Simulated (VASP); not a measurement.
Band structure of RbCl (rock salt). Computed with vdW-DF2, VASP's PBE PAW potentials (set 64) (plane waves; VASP 6.6.1).

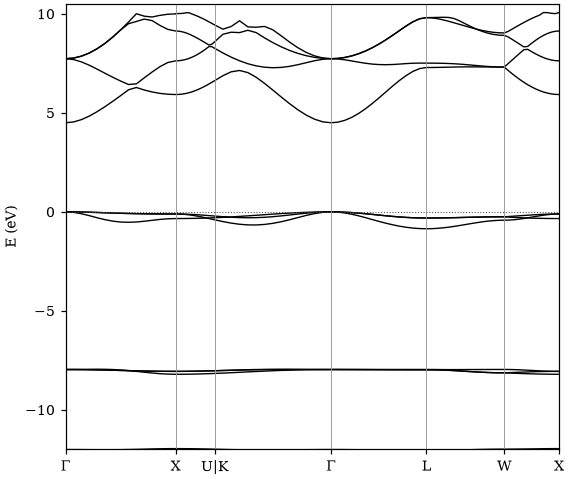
Figure. Bands along high-symmetry lines, zero at the valence-band maximum or, without a gap, the Fermi level

Problem. Read the plot: is there a gap, and where are the band edges?

Solution. The gap is direct, 4.50 eV, from the valence maximum at Γ to the conduction minimum at Γ. (Edges off the drawn lines would not show.)

Measured: gap 8.50 eV (computed value off by -4.00 eV), as given by Aguado et al., (1998), arXiv:cond-mat/9809176.

The compound is RbCl in the rock salt structure. It was relaxed first.
